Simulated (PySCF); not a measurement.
**P4S4: density, localisation and related maps**

```xyz
8

P     0.5489    1.1466    1.2981
S    -1.3785    1.6210    0.5370
P    -1.5723    0.0687   -0.9021
S     0.0559    0.7198   -2.1019
P     1.6377    0.4678   -0.7045
S     1.4138   -1.6414   -0.5545
P    -0.5437   -1.7235    0.2651
S    -0.0237   -0.7447    2.0791
```

Geometry: PBE0-D3(BJ)/def2-SVP.

These are results of PBE0/pcSseg-1, SCF density, gas phase, non-relativistic (PySCF 2.14.0), not measurements.

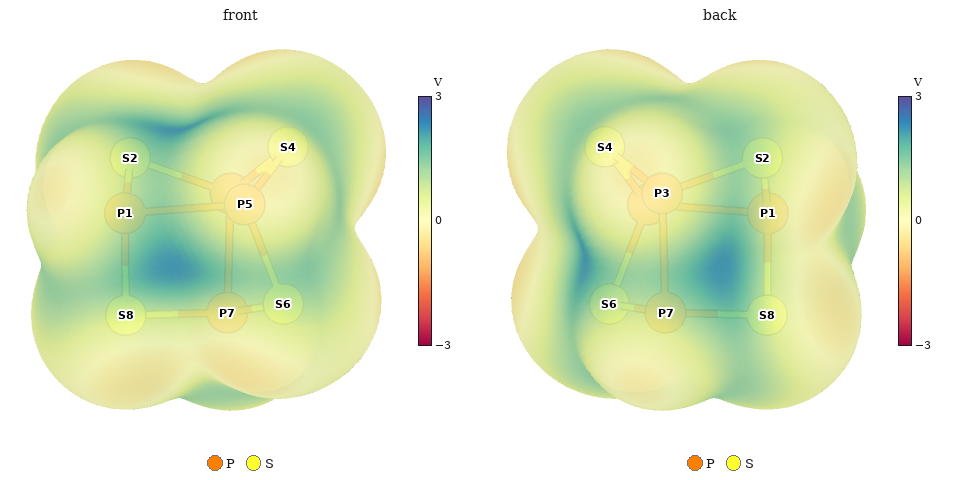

Figure 1. The molecular electrostatic potential painted on the density surface at 0.004 e/bohr³, seen from the front and from behind; red is negative and blue positive.

> Describe the electrostatic potential map.

The most negative region (about −0.4 V) lies over S2, S4, S6 and S8, the most positive (about +2.2 V) over P1, P3, P5 and P7.

> How polar is the molecule by this calculation?

Its dipole moment is zero.

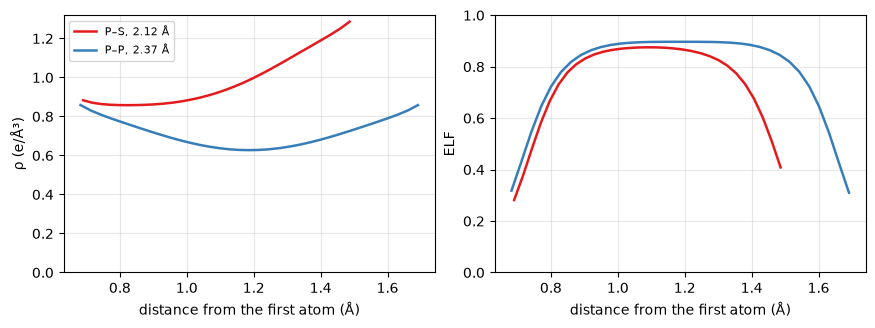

Figure 2. Electron density and ELF along straight lines between neighbouring atoms. The curves leave out the atomic cores.

> Compare the contacts.

P–S (2.12 Å): ρ is about 0.91 e/Å³ halfway; the ELF peaks at about 0.90 between the atoms: localised, covalent bonding.
P–P (2.37 Å): ρ at the midpoint is about 0.63 e/Å³; the ELF peaks at about 0.90 between the atoms; a covalent bond.
